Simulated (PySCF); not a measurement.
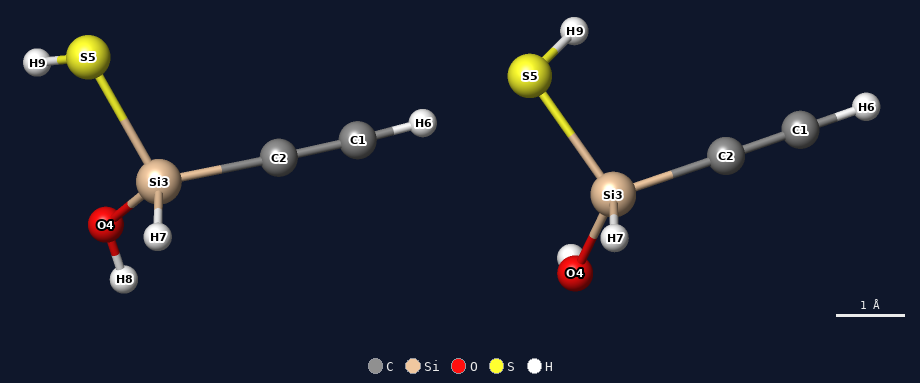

Two geometries of C₂H₄OSSi, drawn at one scale. One is the start of a relaxation, the other its converged end. The picture is a ball-and-stick view, seen at a tilt.

Level of theory: PySCF, PBE0-D3(BJ)/def2-SVP geometry optimisation, gas phase. 

### Which of the two is the end point?

The right one is the relaxed one. The start comes from GFN2-xTB. Its atoms were then displaced at random by about 0.01 Å. After 25 geometry steps the energy has fallen by 0.308 eV. The largest move after the best rigid fit is that of H9, 1.23 Å. Largest moves by element: H 1.23 Å, O 0.78 Å, S 0.41 Å, C 0.30 Å, Si 0.22 Å. Among the contacts that change: Si3–O4 1.595 → 1.656 Å, S5–H9 1.298 → 1.351 Å, C1–H6 1.028 → 1.076 Å, C2–Si3 1.865 → 1.834 Å. Among the angles between lasting bonds that change: O4–Si3–S5 103.4° → 114.9°, O4–Si3–H7 114.6° → 105.4°, Si3–O4–H8 123.0° → 117.6°. Groups turn about Si3–O4 by about 115°, Si3–S5 by about 80°.
